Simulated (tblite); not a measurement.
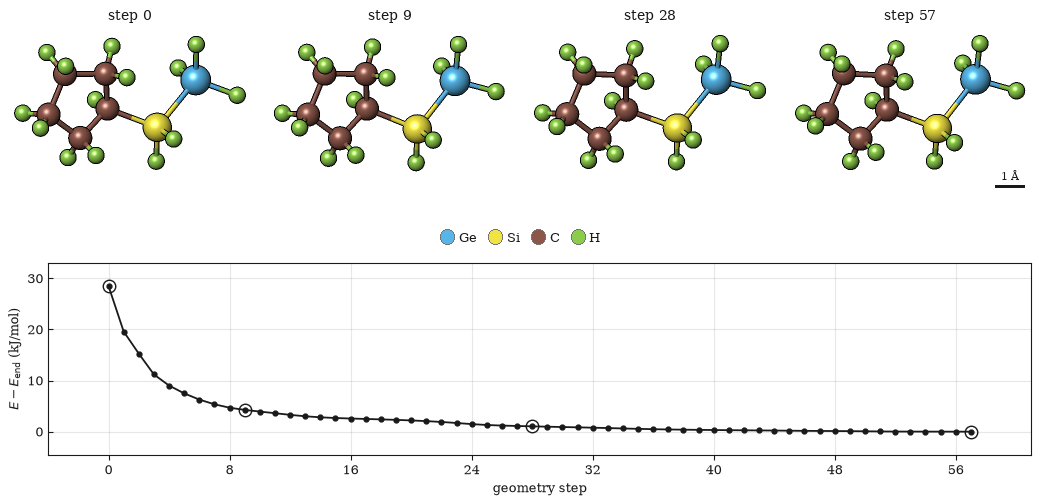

Frames of a relaxation of C$_{5}$H$_{14}$GeSi, marked on the history of the run. A ball-and-stick model, seen at a tilt.

The calculation used tblite, GFN2-xTB geometry optimisation, gas phase. 

Describe the path.

Over 57 geometry steps the energy falls by 28.5 kJ/mol. The largest move after the best rigid fit is that of an H atom, 0.27 Å. By element the largest moves are H 0.27 Å, C 0.13 Å, Si 0.08 Å, Ge 0.04 Å. Near-neighbour distances that change, for instance: Ge–H 1.557 → 1.501 Å, C–Si 1.863 → 1.899 Å, C–H 1.120 → 1.092 Å, Ge–Si 2.313 → 2.337 Å. Bond angles that change, for instance: H–Ge–H 110.1° → 102.7°, Si–Ge–H 108.9° → 116.2°, H–Ge–H 109.5° → 102.7°. Cost: 1.6 s on 1 thread of Intel(R) Xeon(R) Processor @ 2.50GHz, with other jobs on the host. From step 0 to 9: H atoms move most (0.15 Å), energy −24.2 kJ/mol. From step 9 to 28: an H atom moves most (0.14 Å), energy −3.21 kJ/mol. From step 28 to 57: an H atom moves most (0.13 Å), energy −1.04 kJ/mol.

```csv
step,"E − E(0), kJ/mol"
0,0.00
1,-8.90
2,-13.23
3,-17.30
4,-19.47
5,-21.01
6,-22.22
7,-23.14
8,-23.81
9,-24.24
10,-24.57
12,-25.21
15,-25.83
17,-26.01
20,-26.30
22,-26.60
25,-27.19
27,-27.39
30,-27.59
32,-27.72
35,-27.95
37,-28.07
40,-28.18
42,-28.23
45,-28.31
47,-28.36
50,-28.43
52,-28.48
55,-28.49
57,-28.50
```
